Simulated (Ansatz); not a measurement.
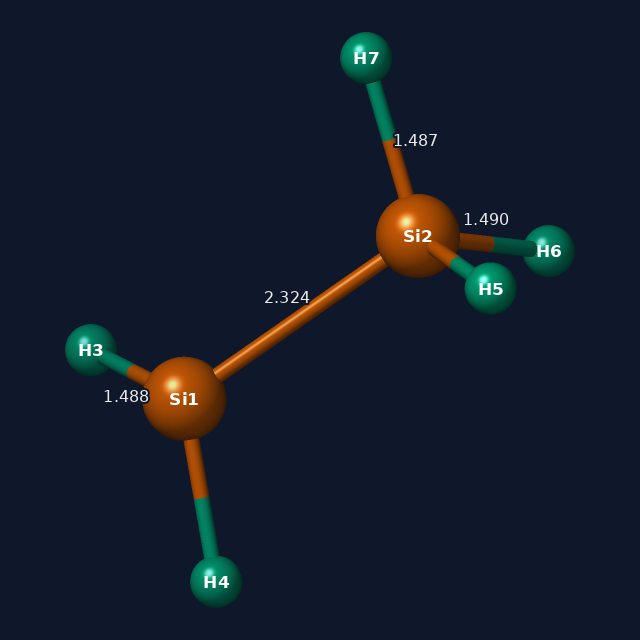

The numbers beside the sticks are distances in Å. Sticks don't show bond order. The species is neutral and a spin doublet. Computed geometry: PBE0-D4/def2-TZVP optimisation. No frequency run is at hand to confirm it as a minimum.

Question: Which of the marked bonds are single, double, triple or aromatic?

Answer: Si1–Si2 single; Si1–H3 single; Si2–H6 single; Si2–H7 single. This is one Lewis structure.

Question: Give the structure as SMILES.

Answer: [SiH2][SiH3]
